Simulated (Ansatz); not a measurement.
# One shape, several levels: singlet CF+

Wanted: a comparison of 6 runs (HF/STO-3G, B2PLYP/STO-3G, wB97X/STO-3G, CCSDT(Q)/STO-3G, CCSDTQ/STO-3G, CCSD(T)/STO-3G) of singlet CF+. 

The results are computed with Ansatz 0.2.0.

51 further runs of the same task are left out: 9 that didn't finish, 42 set aside as unsound or not needed.

### 1 The structure to begin with

CF+: 2 atoms, total charge +1, spin state singlet. As SMILES of the parent species, `[C]F`. The shape is that of a GFN2-xTB optimisation. That shape belongs to the parent species and isn't relaxed for this state.

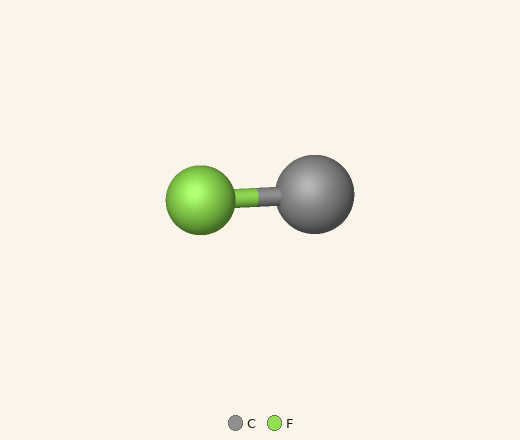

The structure, seen from a chosen angle (carbon grey, fluorine green).

### 2 A single-point energy at HF/STO-3G (run 1)

The input, molecule.yaml:

```yaml
crystal:
  periodic: [false, false, false]
  atoms:
    - {symbol: C, position_ang: [0.000000, 0.000000, 0.000000]}
    - {symbol: F, position_ang: [0.000000, 0.000000, 1.274400]}
basis:
  gaussian:
    orbitals: STO-3G
total_charge: 1
hamiltonian:
  xc: hf
accuracy: high
```

Started as:

```sh
ansatz run molecule.yaml --threads 1 --pin off --max-ram 2610MiB --events-out events.jsonl --progress --plain --runs-dir runs
```

What it wrote:

```text
Warning: RAYON_NUM_THREADS=1 ignored (pool sized by the plan → 1); use --threads N
Functional definition: HF
  name "HF"
  exchange = exact_x
  correlation = 0
149 factors; integrals over basis functions are off by at most 3.9e-8 eV
mean field evaluation 1: about -3669.8441 eV, gradient 3.4e1 eV
mean field evaluation 2: about -3669.8839 eV, gradient 3.4e1 eV
mean field evaluation 4: about -3674.4063 eV, gradient 1.5e0 eV
mean field evaluation 8: about -3674.4204 eV, gradient 1.0e-1 eV
mean field -3674.42042267 eV, -135.0324599216 hartree, gradient 2.0e-8 eV, S^2 0.000000; 0 other end points of the search recorded, 0 dependent functions left out
reference -3674.42042267 eV, -135.0324599216 hartree; 7, 7 occupied and 3, 3 virtual orbitals, 149 factors
Total energy: -3674.42042267 eV, -135.0324599216 hartree
```

Run time: 0.06 s. Hardware: 1 thread of Arm Neoverse N1, shared host.

### 3 The energy at B2PLYP/STO-3G (run 2)

The input, in.yaml:

```yaml
crystal:
  periodic: [false, false, false]
  atoms:
    - {symbol: C, position_ang: [0.000000, 0.000000, 0.000000]}
    - {symbol: F, position_ang: [0.000000, 0.000000, 1.274400]}
basis:
  gaussian: {orbitals: STO-3G}
correlation: {frozen_orbitals: {C: 1, F: 1}}
hamiltonian: {xc: {name: B2PLYP}}
total_charge: 1
accuracy: high
```

Started as:

```sh
ansatz run in.yaml --threads 1 --pin off --max-ram 2610MiB --events-out events.jsonl --progress --plain --runs-dir runs
```

What it wrote (excerpt; [...] marks lines left out):

```text
Warning: RAYON_NUM_THREADS=1 ignored (pool sized by the plan → 1); use --threads N
Functional definition: B2PLYP
  name "B2PLYP"
[...]
149 factors; integrals over basis functions are off by at most 3.9e-8 eV
[...]
mean field -3684.55431126 eV, -135.4048734582 hartree, gradient 1.0e-8 eV, S^2 0.000000; 0 other end points of the search recorded, 0 dependent functions left out
2 core orbitals not correlated: weight in the atoms' cores, before any rotation towards them, 1.000 or more for the frozen orbitals, at most 0.000 for the correlated occupied ones
reference -3684.55432033 eV, -135.4048737914 hartree; 5, 5 occupied and 3, 3 virtual orbitals, 149 factors
second order -4.51899916 eV of doubles, -0.00000000 eV of singles
Total energy: -3685.77445010 eV, -135.4497127335 hartree
```

It took 0.67 s on 1 thread of Arm Neoverse N1, shared host.

Runs 3 to 5 aren't shown in full; the table further down has their settings and results.

### 4 A single-point energy at CCSD(T)/STO-3G (run 6)

The input, in.yaml:

```yaml
basis:
  gaussian: {orbitals: STO-3G}
crystal:
  periodic: [false, false, false]
  atoms:
    - symbol: C
      position_ang: [0.000000, 0.000000, 0.000000]
    - symbol: F
      position_ang: [0.000000, 0.000000, 1.274400]
total_charge: 1
correlation: {method: ccsd_t, frozen_orbitals: {C: 1, F: 1}}
accuracy: high
scf: {omitted_lower_state_checks: [cluster_reference, increment]}
```

Started as:

```sh
ansatz run in.yaml --threads 1 --pin off --max-ram 2610MiB --events-out events.jsonl --progress --plain --runs-dir runs
```

What it wrote (excerpt; [...] marks lines left out):

```text
Warning: RAYON_NUM_THREADS=1 ignored (pool sized by the plan → 1); use --threads N
[... 2 set-up lines as earlier in the session ...]
[...]
149 factors; integrals over basis functions are off by at most 3.9e-8 eV
[...]
mean field -3674.42042267 eV, -135.0324599216 hartree, gradient 2.0e-8 eV, S^2 0.000000; 0 other end points of the search recorded, 0 dependent functions left out
2 core orbitals not correlated: weight in the atoms' cores, before any rotation towards them, 1.000 or more for the frozen orbitals, at most 0.000 for the correlated occupied ones
reference -3674.42042267 eV, -135.0324599216 hartree; 5, 5 occupied and 3, 3 virtual orbitals, 149 factors
second order -2.85150024 eV of doubles, -0.00000000 eV of singles
cycle   1  -2.65805498 eV  change    1.9e-1 eV  update   1.5e-1
[...]
cycle  17  -3.19752353 eV  change  -4.1e-10 eV  update  8.2e-10
perturbative correction -0.41831389 eV, -0.0153727518 hartree
Total energy: -3678.03626009 eV, -135.1653394958 hartree
Checks for a lower state left out: cluster_reference, increment
```

Run time: 0.18 s. Hardware: 1 thread of Arm Neoverse N1, shared host.

### 5 Overview of the runs

| run | level | frozen core orbitals | energy (Eh) | wall time |
| --- | --- | --- | --- | --- |
| 1 | HF/STO-3G | – | -135.032460 | 0.06 s |
| 2 | B2PLYP/STO-3G | 2 | -135.449713 | 0.67 s |
| 3 | wB97X/STO-3G | – | -135.579145 | 2 s |
| 4 | CCSDT(Q)/STO-3G | 2 | -135.166395 | 0.5 s |
| 5 | CCSDTQ/STO-3G | 2 | -135.166155 | 3.3 s |
| 6 | CCSD(T)/STO-3G | 2 | -135.165339 | 0.18 s |

### 6 Summary of results

```
                                          quantity          value
                               run 6: total energy  -135.16534 Eh
run 6: correlation energy (2 core orbitals frozen)     -132.9 mEh
                             run 6: (T) correction     -15.37 mEh
                              run 6: T1 diagnostic          0.036
```

Below the HF energy at the same shape and in the same basis (STO-3G): CCSDT(Q) -133.9 mEh; CCSDTQ -133.7 mEh; CCSD(T) -132.9 mEh. Totals of different functionals can't be ranked against each other. In run 6 the T1 diagnostic is large, so a single reference may not serve. In runs 1, 2, 3, 4, 5, 6 the basis is minimal, so the values are rough. All runs together took 6.8 s, the longest 3.3 s.
